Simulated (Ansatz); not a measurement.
Input file:

```
crystal:
  periodic: [false, false, false]
  atoms:
    - { symbol: Si, position_ang: [-1.211038, -0.185229, -1.525848] }
    - { symbol: Cl, position_ang: [0.313211, 0.22552, -0.150757] }
    - { symbol: Cl, position_ang: [-2.410446, -1.739133, -0.798025] }
    - { symbol: Cl, position_ang: [-0.368284, -0.750251, -3.35709] }
    - { symbol: Si, position_ang: [-2.460141, 1.642194, -1.816489] }
    - { symbol: H, position_ang: [-3.051109, 2.037465, -0.529536] }
    - { symbol: H, position_ang: [-3.529935, 1.351865, -2.782398] }
    - { symbol: H, position_ang: [-1.616221, 2.732287, -2.327591] }
basis:
  gaussian: { orbitals: def2-TZVP }
hamiltonian:
  xc: pbe
relax:
  f_tol: 0.004
  max_steps: 200
output:
  orbitals: {}
```

Command:

```sh
ansatz run input.yaml --threads 4 --pin off --max-ram 10240MiB --backend cpu --events-out ev --progress --plain --runs-dir out
```

The fields are those of the relaxed geometry.

Method: Ansatz, DFT PBE, Gaussian basis def2-TZVP.

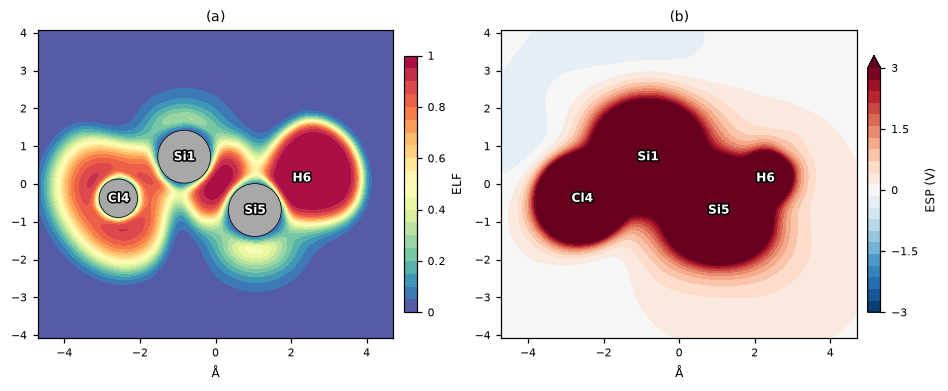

Cl3H3Si2. (a) ELF; (b) electrostatic potential on the plane of atoms Cl4, Si1 and Si5. Grey discs cover the atomic cores in the ELF map.

### Read the bonding off the picture.

Atoms in the plane: Si, Cl and H.
Si–Cl (2.06 Å): the ELF peaks at about 0.85 between the atoms: a polar covalent bond.
Si–Si (2.34 Å): the ELF peaks at about 1 between the atoms; a shared electron pair.
Si–H (1.49 Å): the ELF climbs to about 1 towards the hydrogen, as it does in any bond to H.
The ELF also peaks beside Cl4, away from the bonds: lone-pair regions.
The potential has no marked negative region in this plane.
